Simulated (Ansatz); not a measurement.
Input file:

```
crystal:
  lattice:
    - [0.0, 2.7711725952, 2.7711725952]
    - [2.7711725952, 0.0, 2.7711725952]
    - [2.7711725952, 2.7711725952, 0.0]
  atoms:
    - { symbol: Os, position: [0.5, 0.5, 0.5] }
    - { symbol: Bi, position: [0.0, 0.0, 0.0] }
basis:
  ecutwfc: 500
  ecutrho_ratio: 4
kpoints:
  mp_grid: { grid: [10, 10, 10] }
  band_path:
    path:
      - [[0.0, 0.0, 0.0], [0.5, 0.0, 0.5], [0.625, 0.25, 0.625]]
      - [[0.375, 0.375, 0.75], [0.0, 0.0, 0.0], [0.5, 0.5, 0.5], [0.5, 0.25, 0.75], [0.5, 0.0, 0.5]]
    npoints: 14
hamiltonian:
  xc: r2scan
scf:
  occupations: { method: gaussian, width: 0.05 }
  n_extra_bands: 13
output:
  forces: true
  stress: true
  eigenvalues: true
  populations: true
  dos: { projected: true, de: 0.02, nscf_kmesh: { grid: [15, 15, 15] } }
  bader: true
  write_density: true
  write_potential: true
  elf: true
  volumetric_format: npy
```

Run with:

```sh
ansatz run input.yaml --threads 2 --pin off --max-ram 2662MiB --backend cpu --events-out ev --progress --plain --runs-dir out
```

Below, planes, directions and counts refer to the conventional cell (a = 5.54 Å, b = 5.54 Å, c = 5.54 Å, α = 90.00°, β = 90.00°, γ = 90.00°).

Space group Fm-3m; started from the rocksalt prototype, which need not be the ambient phase; computed without spin polarisation.

Computed with Ansatz 0.2.0, DFT r2SCAN, scalar-relativistic, plane waves, PAW.

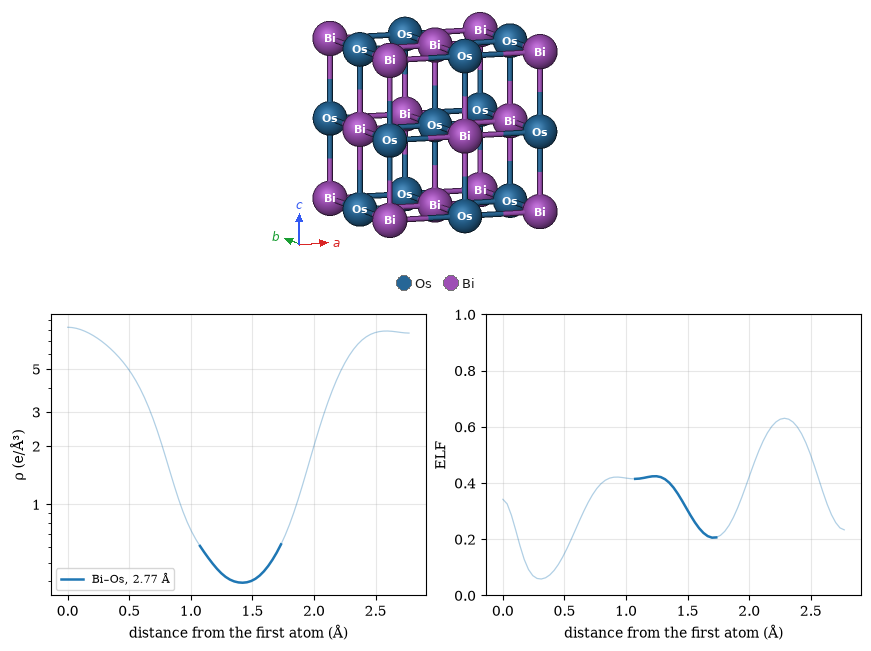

BiOs. Valence charge density (pseudo) and electron localisation function along straight lines between neighbouring atoms. Thin, pale parts lie inside the atomic spheres. The structure is drawn too.

Core electrons are frozen (PAW), and the valence fields are smoothed inside the atomic spheres.

What can be read from the curves?

Bi–Os (2.77 Å): the density is about 0.4 e/Å³ at the midpoint; the ELF is about 0.40 at the midpoint.
